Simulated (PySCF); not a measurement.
Consider Hg···Hg···Hg.

Input file:

```
mol = gto.M(atom='''
Hg     2.17685    -0.00002    -0.00000
Hg    -1.08841     1.88521     0.00000
Hg    -1.08844    -1.88520    -0.00000''',
    basis={'Hg': 'def2-SVP'},
    ecp={'Hg': 'def2-SVP'},
    charge=0, spin=0)
mf = dft.RKS(mol, xc='PBE0')
mf.grids.atom_grid = (75, 302)  # f atoms: at least (60, 302), unpruned
mf = mf.density_fit()  # Hg def2-universal-JKFIT
mf.conv_tol = 1e-09; mf.max_cycle = 55
mf.kernel(dm0)
```

Command:

```sh
OMP_NUM_THREADS=2 python run.py
```

Core potentials replace the inner electrons of Hg.

Method: RKS PBE0, Hg def2-SVP with ECP60; non-relativistic Hamiltonian with scalar-relativistic core potentials where named; density fitting in PySCF 2.14.0.

Predict the electron density and electron localisation function between the atoms.

Answer. Hg1···Hg2 (3.77 Å): the density falls to about 0.05 e/Å³ on the way; the ELF dips to about 0.05 between them.
Hg1···Hg3 (3.77 Å): the density falls to about 0.05 e/Å³ on the way; the ELF dips to about 0.05 between them.

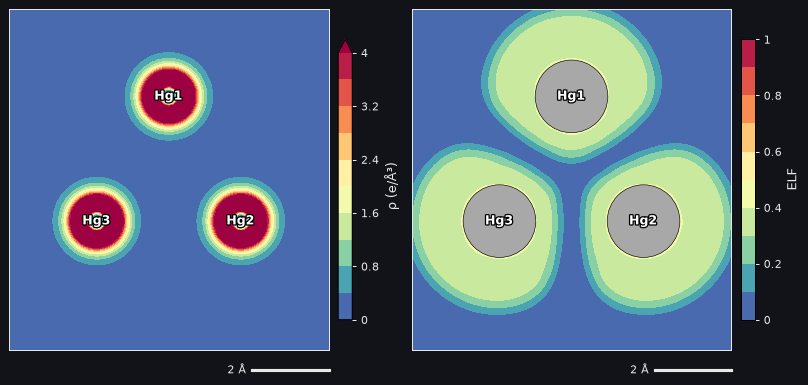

Computed electron density and electron localisation function on the molecular plane, in this order. Grey discs cover the atomic cores in the ELF map. 
